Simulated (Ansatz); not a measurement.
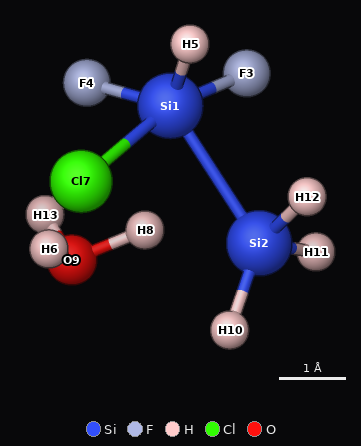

The structure (ball-and-stick view, seen at a tilt; atoms are numbered from 1 in the order of the input).

# Si$_{2}$H$_{7}$ClOF$_{2}$: a changed input and its effect

System: Si$_{2}$H$_{7}$ClOF$_{2}$.
Method of run A: RKS PBE-D4/def2-TZVPP (Ansatz 0.2.0).

The geometry comes from this level: PBE0-D4/def2-TZVP. Text and figures count atoms from 1; the logs count them from 0 in places.

## Input file, run A
```yaml
crystal:
  periodic: [false, false, false]
  atoms:
    - {symbol: Si, position_ang: [-0.493470, 1.040457, -0.602160]}
    - {symbol: Si, position_ang: [0.893762, -1.017944, -0.854355]}
    - {symbol: F, position_ang: [-1.292122, 0.313884, -1.829665]}
    - {symbol: F, position_ang: [-1.750874, 1.190622, 0.399279]}
    - {symbol: H, position_ang: [-0.078377, 2.248311, -1.326887]}
    - {symbol: H, position_ang: [0.091042, 0.098569, 2.037197]}
    - {symbol: Cl, position_ang: [0.975849, 1.657006, 1.081092]}
    - {symbol: H, position_ang: [-0.210137, -0.647451, 0.625293]}
    - {symbol: O, position_ang: [-0.459656, -0.714026, 1.830245]}
    - {symbol: H, position_ang: [1.916309, -1.457902, 0.128438]}
    - {symbol: H, position_ang: [0.240192, -2.164513, -1.526818]}
    - {symbol: H, position_ang: [1.547695, -0.133338, -1.859579]}
    - {symbol: H, position_ang: [-1.380213, -0.413775, 1.897919]}
basis:
  gaussian: {orbitals: def2-TZVPP}
hamiltonian: {xc: pbe, dispersion: d4}
```

Command:
```bash
ansatz run in.yaml --threads 4 --pin off --events-out ev --progress --plain --max-ram 66560MiB --backend cuda --devices 0, --max-vram 37GiB
```

Hardware: 4 CPU threads, shared host.

## Output (run A)
```
Functional definition: PBE
  parameter kappa = 0.804
  parameter beta = 0.06672455060314922
  exchange = pbe_x(kappa = kappa, mu = beta*pi^2/3)
  correlation = pbe_c(beta = beta)
1746 factors; their error is unknown
mean field evaluation 1: about -35852.0126 eV, gradient 6.8e1 eV
mean field evaluation 2: about -35832.5381 eV, gradient 1.3e2 eV
mean field evaluation 4: about -35858.7691 eV, gradient 6.1e0 eV
mean field evaluation 8: about -35858.8608 eV, gradient 2.6e-1 eV
mean field evaluation 16: about -35858.8155 eV, gradient 2.9e-4 eV
mean field -35858.81550901 eV, -1317.7871639780 hartree, gradient 4.2e-5 eV, S^2 0.000000; 0 other end points of the search recorded, 0 dependent functions left out
reference -35858.81555527 eV, -1317.7871656779 hartree; 39, 39 occupied and 278, 278 virtual orbitals, 1746 factors
Total energy: -35859.16355647 eV, -1317.7999544862 hartree
```

The input of run B differs as follows (lines with − go, lines with + come):
```diff
-    - {symbol: Si, position_ang: [-0.493470, 1.040457, -0.602160]}
-    - {symbol: Si, position_ang: [0.893762, -1.017944, -0.854355]}
-    - {symbol: F, position_ang: [-1.292122, 0.313884, -1.829665]}
-    - {symbol: F, position_ang: [-1.750874, 1.190622, 0.399279]}
-    - {symbol: H, position_ang: [-0.078377, 2.248311, -1.326887]}
-    - {symbol: H, position_ang: [0.091042, 0.098569, 2.037197]}
-    - {symbol: Cl, position_ang: [0.975849, 1.657006, 1.081092]}
-    - {symbol: H, position_ang: [-0.210137, -0.647451, 0.625293]}
-    - {symbol: O, position_ang: [-0.459656, -0.714026, 1.830245]}
-    - {symbol: H, position_ang: [1.916309, -1.457902, 0.128438]}
-    - {symbol: H, position_ang: [0.240192, -2.164513, -1.526818]}
-    - {symbol: H, position_ang: [1.547695, -0.133338, -1.859579]}
-    - {symbol: H, position_ang: [-1.380213, -0.413775, 1.897919]}
+    - {symbol: Si, position_ang: [-0.749049, 0.736863, -1.206825]}
+    - {symbol: Si, position_ang: [0.989156, -0.806217, -1.530290]}
+    - {symbol: F, position_ang: [-1.759792, 0.644614, -2.438531]}
+    - {symbol: F, position_ang: [-1.632829, 0.295229, 0.070397]}
+    - {symbol: H, position_ang: [-0.415733, 2.164551, -1.032635]}
+    - {symbol: H, position_ang: [0.618731, 0.564633, 2.029726]}
+    - {symbol: Cl, position_ang: [1.567048, 1.138596, 1.295797]}
+    - {symbol: H, position_ang: [-0.611273, -1.059362, 2.967245]}
+    - {symbol: O, position_ang: [-0.712324, -0.137960, 2.714140]}
+    - {symbol: H, position_ang: [1.093220, -1.704499, -0.352859]}
+    - {symbol: H, position_ang: [0.670228, -1.622188, -2.733399]}
+    - {symbol: H, position_ang: [2.268941, -0.089532, -1.751163]}
+    - {symbol: H, position_ang: [-1.326327, -0.124826, 1.968399]}
```

How does run B compare with run A?

With the same method and basis, run B lies 29.6 kcal/mol lower.

## Output (run B)
```
Functional definition: PBE
  parameter kappa = 0.804
  parameter beta = 0.06672455060314922
  exchange = pbe_x(kappa = kappa, mu = beta*pi^2/3)
  correlation = pbe_c(beta = beta)
1746 factors; their error is unknown
mean field evaluation 1: about -35851.8875 eV, gradient 7.3e1 eV
mean field evaluation 2: about -35826.1851 eV, gradient 1.4e2 eV
mean field evaluation 4: about -35860.1222 eV, gradient 6.3e0 eV
mean field evaluation 8: about -35860.1966 eV, gradient 1.8e-1 eV
mean field evaluation 16: about -35860.1524 eV, gradient 1.3e-4 eV
mean field -35860.15236717 eV, -1317.8362926091 hartree, gradient 2.3e-5 eV, S^2 0.000000; 0 other end points of the search recorded, 0 dependent functions left out
reference -35860.15241632 eV, -1317.8362944155 hartree; 39, 39 occupied and 278, 278 virtual orbitals, 1746 factors
Total energy: -35860.44666509 eV, -1317.8471078583 hartree
```

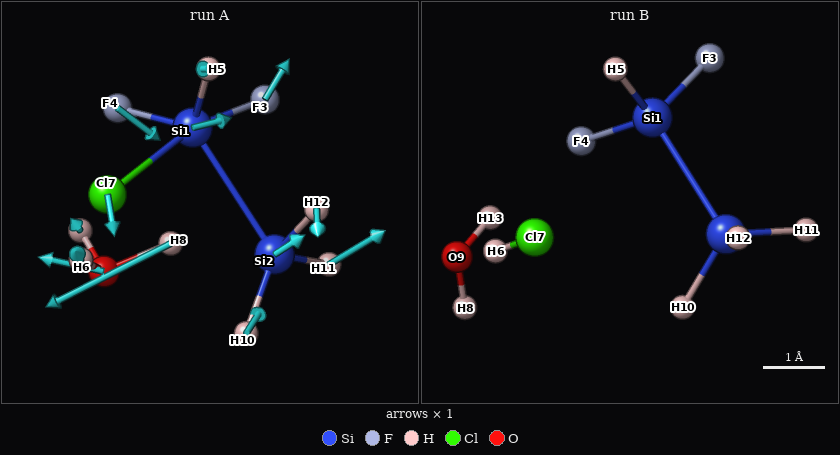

The two input geometries at one scale (ball-and-stick view, seen at a tilt). The teal arrows on the first give the shifts of the atoms after the best rigid fit, at true length. The atom that moves furthest after the best rigid fit is H8 (2.43 Å). By element the largest moves are H 2.43 Å, O 1.14 Å, F 1.00 Å, Si 0.78 Å, Cl 0.74 Å. Among the contacts that change: Si1–Cl7 2.318 → 3.433 Å, H6–Cl7 2.031 → 1.329 Å, H6–O9 1.003 → 1.653 Å, H8–O9 1.232 → 0.961 Å.

## The two runs side by side

| quantity | run A | run B |
| --- | --- | --- |
| outcome | converged | converged |
| total energy (hartree) | −1317.799954 | −1317.847108 |
| basis functions | 317 | 317 |
| wall time (shared host) | 3.2 s | 3.8 s |
